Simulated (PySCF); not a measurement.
# One shape, several levels: C6H12 (cis-4-Methyl-2-pentene)

Wanted: a comparison of 6 runs (BHLYP/6-31G*, BLYP/6-31G*, SVWN5/6-31G*, TPSS/6-31G*, r2SCAN/6-31G*, revPBE/6-31G*) of C6H12 (cis-4-Methyl-2-pentene). Input form: a Python script.

The calculation is run with PySCF 2.14.0.

## 1. The molecule

The species is C6H12 (18 atoms), meant as a singlet with charge 0. SMILES: `C/C=C\C(C)C`. The C1–H7 distance was set to 1.642 Å, away from the relaxed value. At this shape a bond of the SMILES string is far longer than usual.

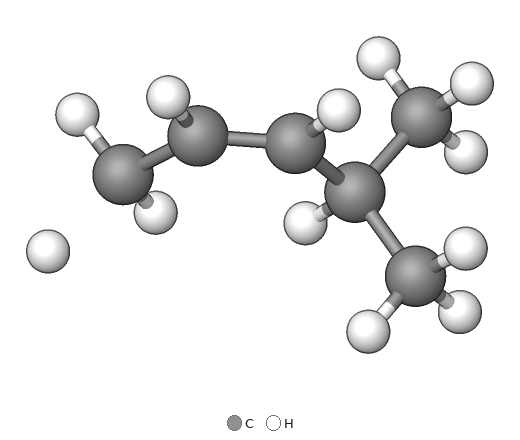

Viewed from a chosen angle; carbon grey, hydrogen white.

## 2. A single-point energy at BHLYP/6-31G(d) (spherical functions) (run 1)

job.py reads:

```python
from pyscf import gto, dft

mol = gto.M(
    atom='''
C      1.954931    -3.613661    -0.932948
C      2.742531    -1.239220     0.365180
C      1.262479     0.570457     1.286894
C     -1.562907     0.699469     1.263764
C     -2.446921     3.011379    -0.217422
C     -2.583492     0.764381     3.960894
H      3.156485    -3.751900    -3.790658
H     -0.089866    -3.798608    -1.096939
H      2.663352    -5.271442     0.081797
H      4.773250    -0.986960     0.566436
H      2.178901     2.183735     2.182020
H     -2.317683    -0.985543     0.332866
H     -4.509312     3.135345    -0.232937
H     -1.717941     4.747659     0.637641
H     -1.785668     2.945503    -2.171116
H     -1.858914     2.414736     4.975091
H     -2.021109    -0.918911     5.013869
H     -4.646600     0.876876     3.968472
''',
    verbose=4,
    basis='6-31g*',
    unit='bohr',
    max_memory=1860,
)

myscf = dft.RKS(mol)
myscf.xc = 'bhandhlyp'
myscf.conv_tol = 1e-10
myscf.grids.level = 5
myscf.kernel()
if not myscf.converged:
    myscf = myscf.newton().run(myscf.mo_coeff, myscf.mo_occ)

e_tot = myscf.e_tot
print('E(%s) = %.9f' % ('BHLYP', e_tot))
```

On the command line:

```console
$ OMP_NUM_THREADS=1 python job.py
```

Standard output:

```text
PySCF version 2.14.0

[... 86 lines left out ...]
converged SCF energy = -235.608405052867
E(BHLYP) = -235.608405053
```

Run time: 34 s. Hardware: 1 thread of Intel Xeon at 2.70GHz, shared host; peak memory 0.59 GiB.

## 3. A single-point energy at BLYP/6-31G(d) (spherical functions) (run 2)

start.xyz reads:

```xyz
18

C      1.034505    -1.912267    -0.493695
C      1.451285    -0.655767     0.193245
C      0.668075     0.301873     0.680995
C     -0.827055     0.370143     0.668755
C     -1.294855     1.593553    -0.115055
C     -1.367125     0.404493     2.096015
H      1.670340    -1.985420    -2.005930
H     -0.047555    -2.010137    -0.580475
H      1.409385    -2.789527     0.043285
H      2.525895    -0.522277     0.299745
H      1.153025     1.155583     1.154675
H     -1.226465    -0.521527     0.176145
H     -2.386225     1.659153    -0.123265
H     -0.909095     2.512353     0.337425
H     -0.944935     1.558693    -1.148905
H     -0.983695     1.277823     2.632705
H     -1.069525    -0.486267     2.653225
H     -2.458875     0.464023     2.100025
```

run.py reads:

```python
from pyscf import gto, dft

mol = gto.M(
    atom='start.xyz',
    basis='6-31g*',
    charge=0,
    max_memory=1860,
    verbose=3,
)

mf = dft.RKS(mol)
mf.xc = 'blyp'
mf.grids.level = 5
mf.conv_tol = 1e-10
mf.kernel()
if not mf.converged:
    mf = mf.newton().run(mf.mo_coeff, mf.mo_occ)

etot = mf.e_tot
print('Final energy', etot)
```

On the command line:

```console
$ OMP_NUM_THREADS=1 python run.py
```

Standard output:

```text
converged SCF energy = -235.618068205483
Final energy -235.618068205483
```

Run time: 42 s. Hardware: 1 thread of Intel Xeon at 2.70GHz, shared host; peak memory 0.59 GiB.

Runs 3 to 5 aren't shown in full; the table further down has their settings and results.

## 4. A single-point energy at revPBE/6-31G(d) (spherical functions) (run 6)

input.xyz reads:

```xyz
18
C6H12
C      1.034505    -1.912267    -0.493695
C      1.451285    -0.655767     0.193245
C      0.668075     0.301873     0.680995
C     -0.827055     0.370143     0.668755
C     -1.294855     1.593553    -0.115055
C     -1.367125     0.404493     2.096015
H      1.670340    -1.985420    -2.005930
H     -0.047555    -2.010137    -0.580475
H      1.409385    -2.789527     0.043285
H      2.525895    -0.522277     0.299745
H      1.153025     1.155583     1.154675
H     -1.226465    -0.521527     0.176145
H     -2.386225     1.659153    -0.123265
H     -0.909095     2.512353     0.337425
H     -0.944935     1.558693    -1.148905
H     -0.983695     1.277823     2.632705
H     -1.069525    -0.486267     2.653225
H     -2.458875     0.464023     2.100025
```

job.py reads:

```python
from pyscf import gto, dft

molecule = gto.M(
    atom='input.xyz',
    spin=0,
    verbose=4,
    basis='6-31g*',
    max_memory=1860,
)

myscf = dft.RKS(molecule, xc='revpbe')
myscf.grids.level = 5
myscf.conv_tol = 1e-10
myscf.kernel()
if not myscf.converged:
    myscf = myscf.newton().run(myscf.mo_coeff, myscf.mo_occ)

e_final = myscf.e_tot
print('Final energy', e_final)
```

On the command line:

```console
$ OMP_NUM_THREADS=1 python job.py
```

Standard output:

```text
PySCF version 2.14.0

[... 90 lines left out ...]
converged SCF energy = -235.696687956629
Final energy -235.69668795662884
```

Wall time 44 s (1 thread of Intel Xeon at 2.70GHz, shared host); peak memory 0.59 GiB.

## 5. All runs side by side

```tsv
run	level	energy (Eh)	dipole moment (D)	HOMO energy (eV)	LUMO energy (eV)	wall time
1	BHLYP/6-31G* (spherical functions)	-235.608405	0.81	-7.63	1.01	34 s
2	BLYP/6-31G* (spherical functions)	-235.618068	0.85	-5.38	-0.92	42 s
3	SVWN5/6-31G* (spherical functions)	-233.512934	0.63	-5.64	-1.15	26 s
4	TPSS/6-31G* (spherical functions)	-235.817022	0.88	-5.64	-0.92	85 s
5	r2SCAN/6-31G* (spherical functions)	-235.609237	0.81	-5.81	-0.94	83 s
6	revPBE/6-31G* (spherical functions)	-235.696688	0.82	-5.53	-1.01	44 s
```

## 6. Summary of results

| quantity | value |
| --- | --- |
| run 6: total energy | -235.69669 Eh |
| run 6: dipole moment | 0.82 D |
| run 6: HOMO energy | -5.53 eV |
| run 6: LUMO energy | -1.01 eV |
| run 6: HOMO–LUMO gap | 4.52 eV |

The dipole moment (its size) runs from 0.63 D (SVWN5/6-31G*) to 0.88 D (TPSS/6-31G*). The HOMO–LUMO gap runs from 4.45 eV (BLYP/6-31G*) to 8.63 eV (BHLYP/6-31G*). Totals of different functionals can't be ranked against each other. All runs together took 5.2 min, the longest 85 s.
